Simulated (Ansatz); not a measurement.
Hypothetical CsCl type NbP, response to strain

Take NbP in the CsCl type structure (space group Pm-3m, No. 221; a hypothetical phase, not in the database extracts checked; relaxed with 0.1 eV smearing) as the base.

```yaml
crystal:
  lattice:
    - [3.11010, 0.00000, 0.00000]
    - [0.00000, 3.11010, 0.00000]
    - [0.00000, 0.00000, 3.11010]
  atoms:
    - { symbol: Nb, position: [0.00000, 0.00000, 0.00000] }
    - { symbol: P, position: [0.50000, 0.50000, 0.50000] }
```

Cartesian axes are those of the cell as printed.

Strains are applied to the cell and any free atomic positions relax; under biaxial strain the out-of-plane vector relaxes too.

Method: PBE/PAW in Ansatz (a program for electronic structure), spin-orbit coupling left out.

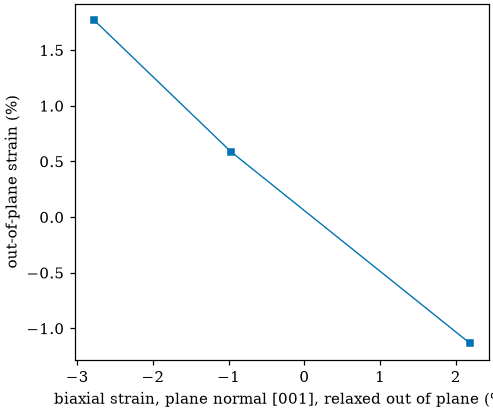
Out-of-plane strain against biaxial strain, plane normal [001], relaxed out of plane

| biaxial strain, plane normal [001], relaxed out of plane (%) | out-of-plane strain |
|---|---|
| -2.78 | +1.77 % |
| -0.97 | +0.59 % |
| 2.19 | -1.14 % |

No phonon test of stability was made. The final runs are not spin-polarised.
